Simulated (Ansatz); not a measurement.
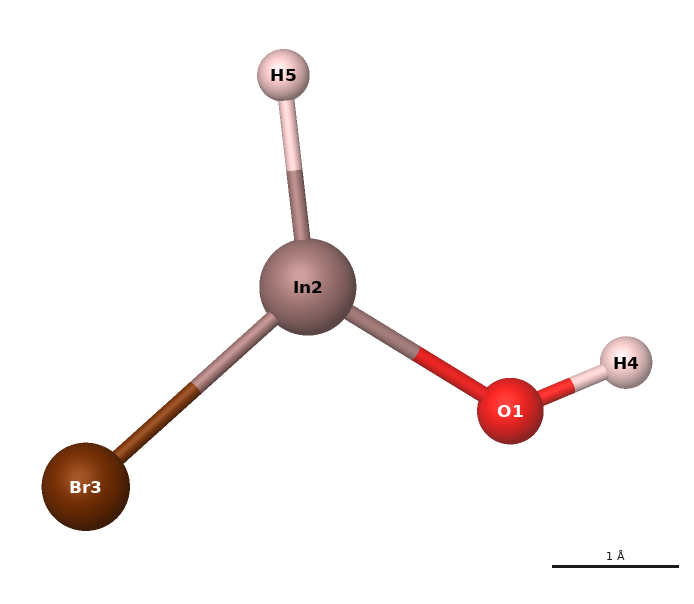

The picture comes from a calculation with Ansatz.

Numbered structure. Geometry: moved along internal coordinates away from the minimum.

Give these bond angles: In2–O1–H4, O1–In2–Br3, O1–In2–H5, Br3–In2–H5.

| angle | degrees |
| --- | --- |
| In2–O1–H4 | 128.2 |
| O1–In2–Br3 | 109.4 |
| O1–In2–H5 | 127.1 |
| Br3–In2–H5 | 123.4 |
